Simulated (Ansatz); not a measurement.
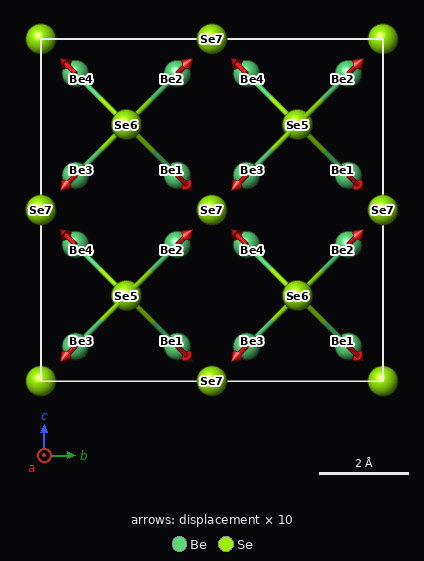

A relaxation of a crystal of Be₄Se₃ (a generated structure, set up in F-43m) (coarse preliminary run). The starting structure is drawn; red arrows show the displacements, 10 times their true length.

A ball-and-stick model of the conventional cell (4 times the calculation's cell), seen along the a axis. Lengths and directions refer to the drawn axes.

Theory: Ansatz 0.2.0, DFT PBE, scalar-relativistic, plane waves, PAW.

The input:
```yaml
crystal:
  lattice:
    - [0.0, 3.87674715, 3.87674715]
    - [3.87674715, 0.0, 3.87674715]
    - [3.87674715, 3.87674715, 0.0]
  atoms:
    - { symbol: Be, position: [0.10105708, 0.10105708, 0.10105708] }
    - { symbol: Be, position: [0.10105708, 0.10105708, 0.69682877] }
    - { symbol: Be, position: [0.10105708, 0.69682877, 0.10105708] }
    - { symbol: Be, position: [0.69682877, 0.10105708, 0.10105708] }
    - { symbol: Se, position: [0.25, 0.25, 0.25] }
    - { symbol: Se, position: [0.75, 0.75, 0.75] }
    - { symbol: Se, position: [0.5, 0.5, 0.5] }
basis:
  ecutwfc: 420
kpoints:
  mp_grid: { grid: [4, 4, 4] }
hamiltonian:
  xc: pbe
scf:
  occupations: { method: gaussian, width: 0.1 }
  lower_state_search: "off"
output:
  forces: true
  stress: true
  eigenvalues: true
relax:
  adjacent_minimum: "off"
  f_tol: 0.04
  max_steps: 70
  cell: { stress_tol: 0.4 }
```

Run as
```bash
ansatz run input.yaml --threads 1 --pin off --max-ram 2560MiB --backend cpu --events-out ev --progress --plain --runs-dir out
```

Atoms of which element are displaced furthest, and by how much?

Answer. Beryllium: up to 0.061 Å, against 0.000 Å for selenium.

Describe the change and its energy.

Answer. The energy falls by 29.9 meV per atom in 2 accepted moves (3 points after the start). The largest force component goes from 0.98 to 0.0094 eV/Å. Pressure: 1.63 GPa at the start and 0.13 GPa at the end. At 1 point the geometry stayed and the basis and grid were re-selected for the new cell (energy shift of less than 0.05 meV per atom at most each time). The largest moves relative to the cell, 0.061 Å, are those of Be1, Be2, Be3 and Be4. Be3 goes along [1 −1 −1]. Se stays in place. Cell: a = b = c 7.753 → 7.764 Å (+0.1 %). Volume +0.4 %. Some distances before and after: Be1–Se5 2.000 → 2.064 Å. The space group stays F-43m (No. 216). Cost: 6.6 s on 1 thread of INTEL(R) XEON(R) PLATINUM 8581C CPU @ 2.30GHz (Emerald Rapids), with other jobs on the host, peak memory 0.39 GiB.

Limits of the set-up: layers or molecules are held without a dispersion correction, so their spacing is unreliable.
